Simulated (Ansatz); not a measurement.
Electronic density of states of amorphous Hf$_{18}$O$_{37}$Sr, density 8.83 g/cm³, on a 2×2×2 Γ-centred mesh with a Gaussian width of 0.1 eV; energies count from the Fermi level, whose place inside the gap is arbitrary. Cell and mesh are small, so fine structure isn't converged. All values below come from PBE, scalar-relativistic without spin-orbit coupling (plane waves to 420 eV, PAW; Ansatz, a first-principles code). Sampling: a 2×2×2 Γ-centred mesh; Fermi-Dirac width 0.02 eV; no spin polarisation. At PBE the levels at the filled edge of the gap are localised (band-tail or defect states).

It comes from a melt-quench run on a machine-learned potential (CHGNet), relaxed afterwards by DFT. O atoms were pushed apart under 1.9 Å during the dynamics, to hinder bonds among them. The hot cell started wider than the set density and was brought back towards it in steps. It is the lowest in DFT energy of 2 quenches. It is a model cell: composition and starting density were chosen by hand, and all elements were melted together. No dispersion term was used. Its density started from a set value of 8.83 and ended at 8.83 g/cm³. The simulated quench (nominally 380 K/ps over its main leg) is rapid and tends to freeze in more defects than a deposited or slowly cooled glass has. One small periodic cell is one sample of the glass; other quenches scatter about these values. The volume was held where the preparation left it, at a PBE pressure of -0.6 GPa (tension). Stress components on the final sampling reach 1.4 GPa. Cycles of charging lowered its energy after that relaxation.

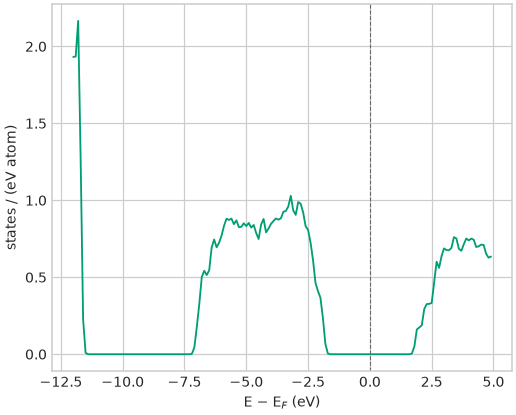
Fig. 1. Density of states per atom

The level gap on this mesh is 3.76 eV; the broadening fills part of it in the curve.
